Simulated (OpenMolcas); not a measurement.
**Run report: C3H3, excited-state calculation (part 2 of 2)**

The same run, continued: C3H3, multiplicity 2, SMILES [CH]1C=C1; CASPT2/ANO-RCC-VDZP, DKH2 (OpenMolcas 26.06). Some settings of this run were made unusual or wrong on purpose. The geometry comes from this level: PBE0-D4/def2-TZVP.

Geometry of the input (Å):
```
C  -0.6725  -0.5115  -0.3892
C  0.5696  0.2367  -0.4493
C  0.1545  -0.1206  0.7375
H  -1.6842  -0.2005  -0.6494
H  1.3154  0.7277  -1.0519
H  0.3172  -0.1318  1.8023
```

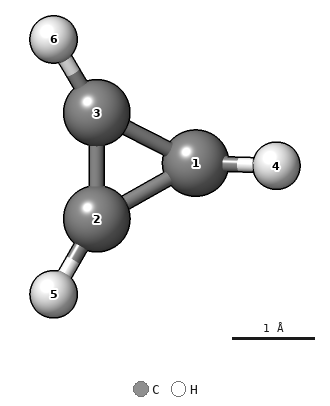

Figure 1. The structure as given in the input (ball-and-stick view, seen on its broad side; atoms are numbered from 1 in the order of the input).

## What the program printed, continued
```
                C1      C2      C3      H4      H5      H6
      Total    5.9815  5.8971  5.8972  1.0640  1.0801  1.0801

      N-E      0.0185  0.1029  0.1028 -0.0640 -0.0801 -0.0801

      Total electronic charge=   21.000000

      Total            charge=   -0.000000
--

      Expectation values of various properties for root number:  1
      -----------------------------------------------------------

++    Molecular properties:
      ---------------------

      Charge (e):
                      =   -0.0000
      Dipole Moment (debye):
      Origin of the operator (angstrom)=    0.0145   -0.1114   -0.0285
                   X=  7.2046E-01               Y=  8.3241E-01               Z=  5.0233E-01           Total=  1.2101E+00
      Quadrupole Moment (debye*angstrom):
      Origin of the operator (angstrom)=    0.0145   -0.1114   -0.0285
                  XX= -1.6877E+01              XY=  4.4144E-01              XZ= -4.3802E-01              YY= -1.9486E+01
                  YZ= -1.1230E+00              ZZ= -1.5735E+01
      In traceless form (debye*angstrom)
                  XX=  7.3412E-01              XY=  6.6216E-01              XZ= -6.5703E-01              YY= -3.1800E+00
                  YZ= -1.6844E+00              ZZ=  2.4459E+00
--

      Mulliken spin population analysis for root number:  1
      ---------------------------------------------------

++    Molecular charges:
      ------------------

      Mulliken spin population per centre
      ---------------------------

                C1      C2      C3      H4      H5      H6
      Total    0.8516  0.0572  0.0572  0.0302  0.0019  0.0019

      Total electronic spin=    1.000000
--

      LoProp population analysis for root number:  1
      -----------------------------------------------

++    LoProp analysis:
      ----------------

++    Static properties:
      ------------------

      LoProp Charges per center

                   C1       C2       C3       H4       H5       H6
      Nuclear      6.0000   6.0000   6.0000   1.0000   1.0000   1.0000
      Electronic  -6.1942  -6.0982  -6.0983  -0.9035  -0.8529  -0.8529

      Total       -0.1942  -0.0982  -0.0983   0.0965   0.1471   0.1471
--

      Natural Bond Order analysis for root number:  1

++    Natural Bond Order analysis
      ---------------------------
      Based on LoProp computed density
      -------------------------------------------------------------------------------------
      Atom A       Atom B       Bond Order
      -------------------------------------------------------------------------------------
      NBO located      0.997 non-bonded electrons on atom C1
      NBO located      0.997 non-bonded electrons on atom C2
      NBO located      0.997 non-bonded electrons on atom C3
      The remaining    9.595 electrons are to be considered as diffuse
--

--

      Von Neumann Entropy (Root   2) =  0.63499

      Mulliken population analysis for root number:  2
      -----------------------------------------------

++    Molecular charges:
      ------------------

      Mulliken charges per centre
      ---------------------------

                C1      C2      C3      H4      H5      H6
      Total    6.1798  5.8090  5.8090  1.0864  1.0579  1.0579

      N-E     -0.1798  0.1910  0.1910 -0.0864 -0.0579 -0.0579

      Total electronic charge=   21.000000

      Total            charge=   -0.000000
--

      Expectation values of various properties for root number:  2
      -----------------------------------------------------------

++    Molecular properties:
      ---------------------

      Charge (e):
                      =   -0.0000
      Dipole Moment (debye):
      Origin of the operator (angstrom)=    0.0145   -0.1114   -0.0285
                   X=  1.6336E+00               Y=  2.4305E+00               Z=  1.3033E+00           Total=  3.2054E+00
      Quadrupole Moment (debye*angstrom):
      Origin of the operator (angstrom)=    0.0145   -0.1114   -0.0285
                  XX= -1.7879E+01              XY= -3.2512E-01              XZ= -1.7382E+00              YY= -2.2390E+01
                  YZ= -2.8843E+00              ZZ= -1.4666E+01
      In traceless form (debye*angstrom)
                  XX=  6.4885E-01              XY= -4.8769E-01              XZ= -2.6073E+00              YY= -6.1177E+00
                  YZ= -4.3264E+00              ZZ=  5.4688E+00
--

      Mulliken spin population analysis for root number:  2
      ---------------------------------------------------

++    Molecular charges:
      ------------------

      Mulliken spin population per centre
      ---------------------------

                C1      C2      C3      H4      H5      H6
      Total    0.4101  0.2575  0.2578  0.0047  0.0350  0.0350

      Total electronic spin=    1.000000
--

      LoProp population analysis for root number:  2
      -----------------------------------------------

++    LoProp analysis:
      ----------------

++    Static properties:
      ------------------

      LoProp Charges per center

                   C1       C2       C3       H4       H5       H6
      Nuclear      6.0000   6.0000   6.0000   1.0000   1.0000   1.0000
      Electronic  -6.3997  -6.0097  -6.0096  -0.9257  -0.8276  -0.8276

      Total       -0.3997  -0.0097  -0.0096   0.0743   0.1724   0.1724
--

      Natural Bond Order analysis for root number:  2

++    Natural Bond Order analysis
      ---------------------------
      Based on LoProp computed density
      -------------------------------------------------------------------------------------
      Atom A       Atom B       Bond Order
      -------------------------------------------------------------------------------------
      NBO located      0.997 non-bonded electrons on atom C1
      NBO located      0.997 non-bonded electrons on atom C2
      NBO located      0.997 non-bonded electrons on atom C3
      The remaining    9.334 electrons are to be considered as diffuse
--

--

      Average orbitals are written to the RASORB file
      Natural orbitals for root   1 are written to the RASORB.1 file
      Natural orbitals for root   2 are written to the RASORB.2 file
      Spin density orbitals for root   1 are written to the SPDORB.1 file
      Spin density orbitals for root   2 are written to the SPDORB.2 file

--- Stop Module: rasscf /rc=_RC_ALL_IS_WELL_ ---
           step15.SpdOrb.1 step15.SpdOrb.2 xmldump
--- Module rasscf spent 1 second ---

--- Start Module: caspt2 ---

                                              &CASPT2

                       available to each process: 1.9 GB of memory, 1 thread

++    Wave function specifications:
      -----------------------------

      Number of closed shell electrons          12
      Number of electrons in active shells       3
      Max number of holes in RAS1 space          0
      Max number of electrons in RAS3 space      0
      Number of inactive orbitals                6
      Number of active orbitals                  3
      Number of secondary orbitals              45
      Spin quantum number                      0.5
      State symmetry                             1
      Number of CSFs                             8
      Number of CASSCF root(s) available         2
      CASPT2 state passed to geometry opt.       2
      A file JOBMIX will be created
      This is a MULTI-STATE CASSCF reference
      Number of CI roots used                    2
      These are:                                 1   2
      Off-diagonal elements of Heff are computed
--

++    Orbital specifications:
      -----------------------

      Symmetry species                           1
                                                 a
      Frozen orbitals                            3
      Inactive orbitals                          6
      Active orbitals                            3
      Secondary orbitals                        45
      Deleted orbitals                           0
      Number of basis functions                 57
--

++    CASPT2 specifications:
      ----------------------

      Type of calculation                        MS-CASPT2
      Fock operator                              state-specific
      IPEA shift                                 0.25
      Real shift                                 5.00
      Imaginary shift                            0.00
      The input orbitals will be transformed to quasi-canonical
--

--------------------------------------------------------------------------------
 Estimated memory requirements:
  POLY3 :                   250248
  RHS:                      293098
  SIGMA :                   324520
  PRPCTL:                        0
 Available workspace:    232488147

++ CASPT2 computation for group   1

********************************************************************************
 Multi-State initialization phase begins for group   1
--------------------------------------------------------------------------------
********************************************************************************
 Compute H0 matrices for state    1
--------------------------------------------------------------------------------
--------------------------------------------------------------------------------
 H0 matrices have been computed.

********************************************************************************
  CASPT2 EQUATION SOLUTION
--------------------------------------------------------------------------------

  Total nr of CASPT2 parameters:
   Before reduction:       93483
   After  reduction:       88878

 Variance of |WF0>:       1.1741574271

 The contributions to the second order correlation energy in atomic units.
-----------------------------------------------------------------------------------------------------------------------------
  IT.      VJTU        VJTI        ATVX        AIVX        VJAI        BVAT        BJAT        BJAI        TOTAL       RNORM
-----------------------------------------------------------------------------------------------------------------------------
   1    -0.001121   -0.000484   -0.001948   -0.009625   -0.009725   -0.005157   -0.032046   -0.079748   -0.139853    0.000751
   2    -0.001123   -0.000486   -0.001950   -0.009635   -0.009734   -0.005158   -0.032051   -0.079754   -0.139890    0.000028
   3    -0.001123   -0.000486   -0.001950   -0.009635   -0.009734   -0.005158   -0.032051   -0.079754   -0.139890    0.000002
-----------------------------------------------------------------------------------------------------------------------------

  FINAL CASPT2 RESULT:

      Reference energy:        -115.2767828285
      E2 (Non-variational):      -0.1398899747
      Shift correction:          -0.0854463107
      E2 (Variational):          -0.2253362854
      Total energy:            -115.5021191139
      Residual norm:              0.0000000552
      Reference weight:           0.98320

      Contributions to the CASPT2 correlation energy
      Active & Virtual Only:         -0.0071076052
      One Inactive Excited:          -0.0428081860
      Two Inactive Excited:          -0.0899741835

++ Denominators, etc.
--------------------------------------------------------------------------------------------------------------
 Report on small energy denominators, large coefficients, and large energy contributions.
CASE  SYMM ACTIVE-MIX  NON-ACTIVE INDICES          DENOMINATOR     RHS VALUE       COEFFICIENT     CONTRIBUTION
ATVX     1  Mu1.0001  Se1.013                       0.26573740      0.00243786     -0.00045287     -0.00000110
ATVX     1  Mu1.0001  Se1.014                       0.29624976     -0.00000257      0.00000047     -0.00000000
--

   (Skipping property calculation,
    use PROP keyword to activate)
--

++ CASPT2 computation for group   2

********************************************************************************
 Multi-State initialization phase begins for group   2
--------------------------------------------------------------------------------
********************************************************************************
 Compute H0 matrices for state    2
--------------------------------------------------------------------------------
--------------------------------------------------------------------------------
 H0 matrices have been computed.

********************************************************************************
  CASPT2 EQUATION SOLUTION
--------------------------------------------------------------------------------

  Total nr of CASPT2 parameters:
   Before reduction:       93483
   After  reduction:       88317

 Variance of |WF0>:       1.1759487085

 The contributions to the second order correlation energy in atomic units.
-----------------------------------------------------------------------------------------------------------------------------
  IT.      VJTU        VJTI        ATVX        AIVX        VJAI        BVAT        BJAT        BJAI        TOTAL       RNORM
-----------------------------------------------------------------------------------------------------------------------------
   1    -0.000626   -0.001160   -0.001804   -0.008176   -0.011689   -0.006378   -0.031648   -0.079810   -0.141291    0.000853
   2    -0.000628   -0.001163   -0.001806   -0.008185   -0.011698   -0.006379   -0.031652   -0.079816   -0.141328    0.000036
   3    -0.000628   -0.001163   -0.001806   -0.008185   -0.011698   -0.006379   -0.031652   -0.079816   -0.141328    0.000002
-----------------------------------------------------------------------------------------------------------------------------

  FINAL CASPT2 RESULT:

      Reference energy:        -115.0474995346
      E2 (Non-variational):      -0.1413283708
      Shift correction:          -0.0871635737
      E2 (Variational):          -0.2284919445
      Total energy:            -115.2759914791
      Residual norm:              0.0000000703
      Reference weight:           0.98287

      Contributions to the CASPT2 correlation energy
      Active & Virtual Only:         -0.0081852348
      One Inactive Excited:          -0.0404649825
      Two Inactive Excited:          -0.0926781535

++ Denominators, etc.
--------------------------------------------------------------------------------------------------------------
 Report on small energy denominators, large coefficients, and large energy contributions.
CASE  SYMM ACTIVE-MIX  NON-ACTIVE INDICES          DENOMINATOR     RHS VALUE       COEFFICIENT     CONTRIBUTION
VJTU     1  Mu1.0001  In1.009                       0.25767949      0.00000172     -0.00000027     -0.00000000
--

   (Skipping property calculation,
    use PROP keyword to activate)
--

  Total CASPT2 energies:
::    CASPT2 Root  1     Total energy:   -115.50211911
::    CASPT2 Root  2     Total energy:   -115.27599148

++ Multi-State CASPT2 section:
********************************************************************************
  MULTI-STATE CASPT2 SECTION
--------------------------------------------------------------------------------

  Output diagonal energies have been shifted. Add    115.00000000000000

  Effective Hamiltonian matrix (Symmetric):

                1               2
   1      -230.50211911
   2        -0.00000101   -230.27599148

       Total MS-CASPT2 energies:
::    MS-CASPT2 Root  1     Total energy:   -115.50211911
::    MS-CASPT2 Root  2     Total energy:   -115.27599148

       Eigenvectors:
            1.00000000     -0.00000447
            0.00000447      1.00000000

--

  THE ORIGINAL CI ARRAYS ARE NOW MIXED AS LINEAR
  COMBINATIONS, GIVEN BY THE EIGENVECTORS.
  A NEW JOBIPH FILE NAMED 'JOBMIX' IS PREPARED.
********************************************************************************

++ Mixed CI coefficients:
  The CI coefficients for the MIXED state nr.   1
--------------------------------------------------------------------------------
 CI COEFFICIENTS LARGER THAN  5.00E-02
  Occupation of active orbitals, and spin coupling
  of open shells. (u,d: Spin up or down).
  SGUGA info is (Midvert:IsyUp:UpperWalk/LowerWalk)
        Conf  SGUGA info        Occupation    Coefficient         Weight
           1  ( 1:1:   1/   1)   2u0             0.994176       0.988385
           4  ( 2:1:   1/   2)   udu             0.064336       0.004139
           8  ( 4:1:   1/   2)   0u2             0.086056       0.007406

  The CI coefficients for the MIXED state nr.   2
--------------------------------------------------------------------------------
 CI COEFFICIENTS LARGER THAN  5.00E-02
  Occupation of active orbitals, and spin coupling
  of open shells. (u,d: Spin up or down).
  SGUGA info is (Midvert:IsyUp:UpperWalk/LowerWalk)
        Conf  SGUGA info        Occupation    Coefficient         Weight
           2  ( 1:1:   1/   2)   u20            -0.983679       0.967624
           3  ( 2:1:   1/   1)   20u            -0.156382       0.024455
           5  ( 2:1:   1/   3)   02u             0.061660       0.003802
           7  ( 4:1:   1/   1)   u02             0.064177       0.004119

--

--- Stop Module: caspt2 /rc=_RC_ALL_IS_WELL_ ---

.##################.
.# Happy landing! #.
.##################.

    Timing: Wall=5.70 User=4.90 System=0.79
```

## What the run reported

```tsv
quantity	value
outcome	converged
total energy	−115.502119 hartree
CASSCF energy	−115.276783 hartree
basis functions	57
wall time	6 s
peak memory	0.4 GiB
```

Some settings of this run were drawn to be unusual or wrong (shift set to 5.0 (from default)). It converged; results that depend on the unusual settings are not reference values.
